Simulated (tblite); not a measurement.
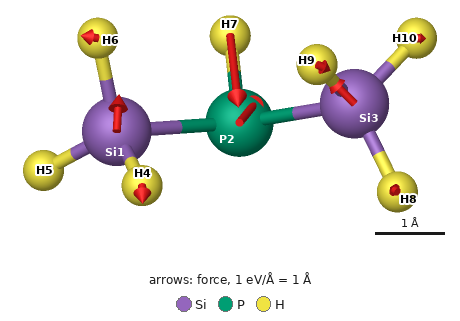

Starting geometry of Si$_{2}$PH$_{7}$ with the computed forces as red arrows. A ball-and-stick model, seen from a free direction.

Level of theory: GFN2-xTB geometry optimisation, gas phase in tblite 0.8.0. 

Question: Is this structure relaxed? If not, where do the atoms go?

Answer: It isn't relaxed: the largest force vector, on H7, is 1.52 eV/Å. The final displacements have little in common with the starting forces (cosine between the two patterns 0.14). The atom that moves furthest after the best rigid fit is H4 (0.75 Å). Largest moves by element: H 0.75 Å, Si 0.18 Å, P 0.14 Å. Some distances before and after: P2–H7 1.468 → 1.379 Å, Si1–H4 1.445 → 1.461 Å, Si3–H9 1.479 → 1.466 Å, Si1–P2 2.216 → 2.229 Å. Among the angles between lasting bonds that change: Si3–P2–H7 106.2° → 95.6°, Si1–P2–H7 105.1° → 95.7°, P2–Si1–H6 106.2° → 113.4°. Groups turn about Si1–P2 by about 25°, P2–Si3 by about 25°. The energy falls by 5.71 kcal/mol in 72 geometry steps.
